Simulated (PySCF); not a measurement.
Input file:

```
{"job": {"kind": "uv", "xc": "wB97X-D", "basis": "def2-SVPD", "ip": true, "nstates": 10}, "charge": 0, "multiplicity": 1}
Si     0.658304     1.286080     0.241168
H      1.501185     1.070069     1.471554
H      1.600244     1.608560    -0.876294
C     -0.489503     2.725808     0.598038
H      0.110146     3.635606     0.760258
H     -1.087039     2.561336     1.507831
H     -1.175013     2.909378    -0.243155
N     -0.238970    -0.113281    -0.275388
C     -1.447060    -0.519887     0.398248
C      0.389444    -1.134546    -1.087384
C      1.055378    -2.264879    -0.310616
H     -2.150235    -0.985204    -0.317348
H     -1.286638    -1.248139     1.218516
H     -1.960728     0.350672     0.833663
H     -0.372153    -1.559194    -1.770730
H      1.139127    -0.649204    -1.735075
H      1.496992    -3.005029    -0.996033
H      1.858483    -1.878304     0.336640
H      0.335266    -2.796383     0.330710
```

Run with:

```sh
OMP_NUM_THREADS=1 python probes_run.py task.json out
```

Geometry: PBE0-D3(BJ)/def2-SVP.

These are results of PySCF, wB97X-D/def2-SVPD, SCF density, gas phase, not measurements.

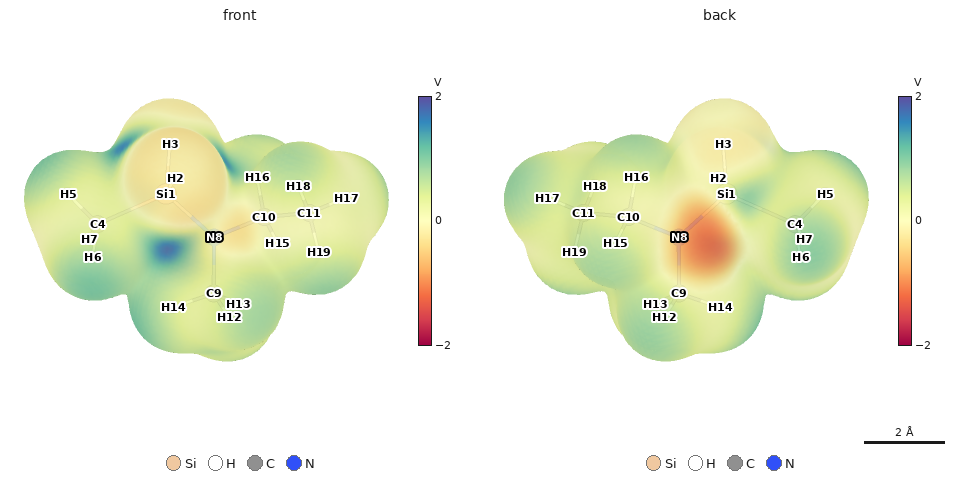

C$_{4}$H$_{13}$NSi (SiH2Me(NMeEt)). The electrostatic potential painted on the density surface at 0.004 e/bohr³, seen from the front and from behind; red is negative and blue positive.

Where is the surface potential most negative and most positive?

The most negative region (about −1.1 V) lies over N8, the most positive (about +1.5 V) over Si1. N8 is the likeliest acceptor of a hydrogen bond.
